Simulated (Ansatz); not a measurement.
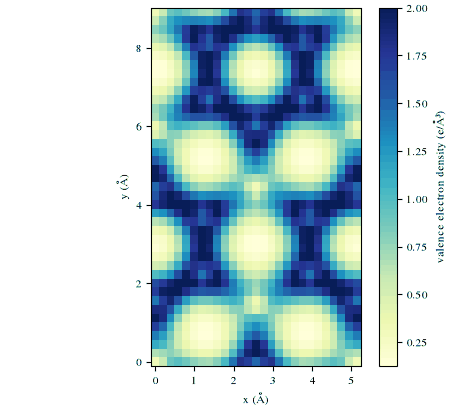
Figure. Valence electron density (e/Å³), cut off at 2 on a lattice plane, r²SCAN+D4 in the plane-wave PAW code Ansatz

Question: Which of these materials gives this?
(A) Si2Ni, P6/mmm (Ni on 1a, Si on 2d)
(B) C, P6/mmm (C on 6j, C on 6j)
(C) BN, P6_3mc (Pearson symbol hP12)
(D) BC3, P6/mmm (B on 2c, C on 6l)

Answer: D, BC3, P6/mmm (B on 2c, C on 6l). Atoms in the plane, in fractions of its two edges: B at (0.00, 0.00), B at (0.50, 0.50), C at (0.26, 0.91), C at (0.76, 0.41), C at (0.26, 0.75), C at (0.76, 0.25), C at (0.00, 0.17), C at (0.50, 0.67), C at (0.24, 0.25), C at (0.74, 0.75).

The density is the valence pseudo-density with augmentation charge, so density and ELF within about 1 Å of a nucleus are not all-electron values.

The start of the workflow was typed in or built on a structure type; neither database checked (COD, Materials Project) lists it. Its standing as an ambient phase is unchecked. Symmetry was held in the r²SCAN+D4 relaxation. At this level the phase is mechanically unstable. Its formation energy is positive at this level, so the cell may be metastable or incomplete.

Potentials: the earlier of the program's two PAW sets. The files were generated under PBE; for other functionals the program regenerates the frozen cores, and for LDA and PBEsol the local potential too.
